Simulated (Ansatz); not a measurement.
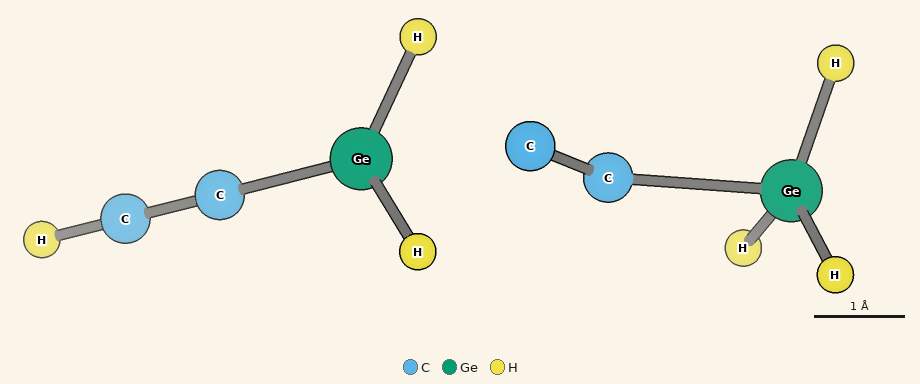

Two geometries of C2H3Ge (charge +1), drawn at one scale. One is the start of a relaxation, the other its converged end. The picture is a ball-and-stick view, seen at a tilt.

These are results of RKS PBE0-D4/def2-TZVP (Ansatz 0.2.0), not measurements. Set-up: force threshold 0.005 eV/Å; at most 200 steps.

> Which one is relaxed?

The left one is the relaxed one. The largest move after the best rigid fit is that of an H atom, 2.69 Å. Largest moves by element: H 2.69 Å, C 2.06 Å, Ge 0.88 Å. Some distances before and after: Ge–H 1.533 → 4.099 Å, C–Ge 3.110 → 1.816 Å, C–H 2.316 → 1.073 Å, C–Ge 2.061 → 3.027 Å. New bonds form: C–Ge (3.11 → 1.82 Å), C–H (2.32 → 1.07 Å). Bonds break: C–Ge (2.06 → 3.03 Å), Ge–H (1.53 → 4.10 Å). After 28 accepted moves (29 points after the start) the energy has fallen by 6.716 eV. Largest force component: 6.6 eV/Å at the start, 0.0044 eV/Å at the end. The line search rejected the trial step at point 23 of the run.
